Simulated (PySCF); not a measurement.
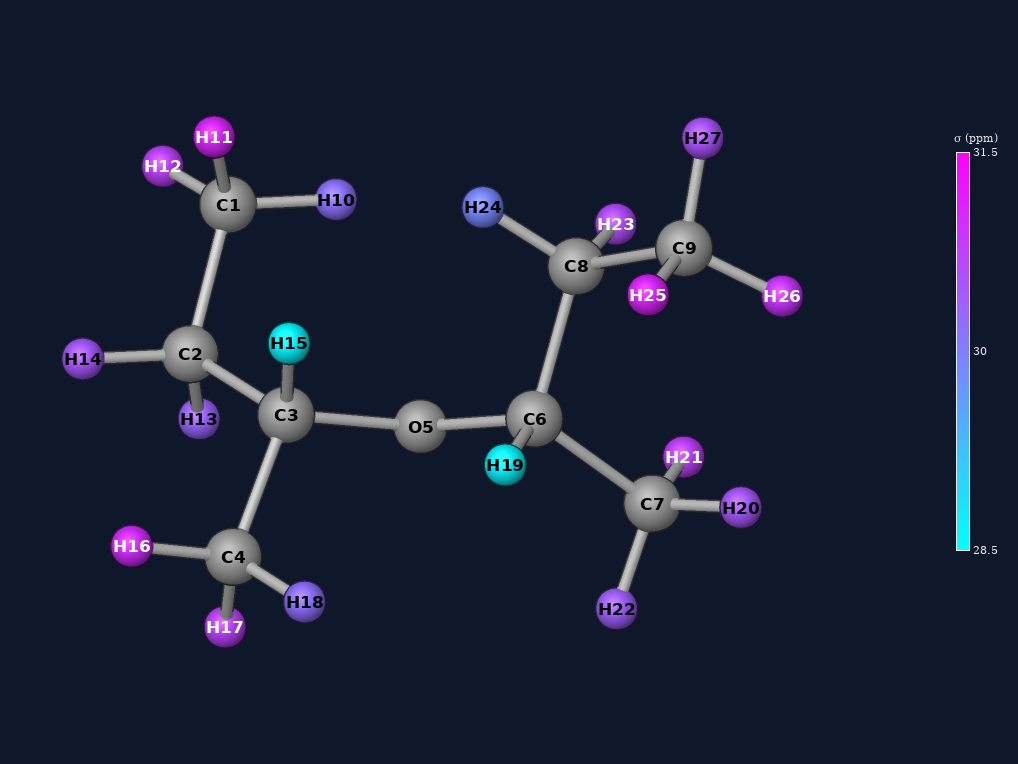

Atoms are coloured by their isotropic NMR shieldings (H only, the others grey). Computed geometry: GFN2-xTB optimisation. No frequency run is at hand to confirm it as a minimum. Level of theory: GIAO PBE0/pcSseg-1 NMR shielding, non-relativistic, gas phase (PySCF 2.14.0).

List the isotropic NMR shieldings of the H atoms.

```csv
atom,σ (ppm)
H10,30.15
H11,31.06
H12,30.73
H13,30.32
H14,30.46
H15,28.61
H16,30.98
H17,30.72
H18,30.18
H19,28.63
H20,30.47
H21,30.75
H22,30.37
H23,30.60
H24,29.90
H25,31.07
H26,30.87
H27,30.51
```
